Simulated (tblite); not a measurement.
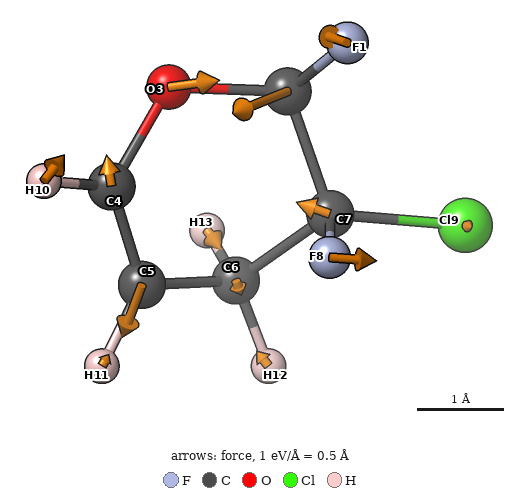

Starting geometry of C$_{5}$H$_{4}$ClF$_{2}$O (multiplicity 2) with the computed forces as orange arrows. Style: ball-and-stick. Shown at a tilt.

The calculation used tblite 0.8.0, GFN2-xTB geometry optimisation, gas phase. 

Q: What follows when this structure is relaxed?

A: It isn't relaxed: the largest force vector, on a C atom, is 2.52 eV/Å. The final displacements follow the starting forces only in part (cosine between the two patterns 0.40). The atom that moves furthest after the best rigid fit is an H atom (0.71 Å). Largest moves by element: H 0.71 Å, F 0.68 Å, O 0.64 Å, Cl 0.60 Å, C 0.38 Å. Some distances before and after: C–O 1.409 → 1.342 Å, C–F 1.400 → 1.344 Å, C–Cl 1.747 → 1.799 Å, C–O 1.395 → 1.350 Å. Bond angles that change, for instance: F–C–C 106.9° → 119.0°, O–C–C 111.9° → 122.5°, C–C–C 102.1° → 110.8°. Over 67 geometry steps the energy falls by 0.964 eV.
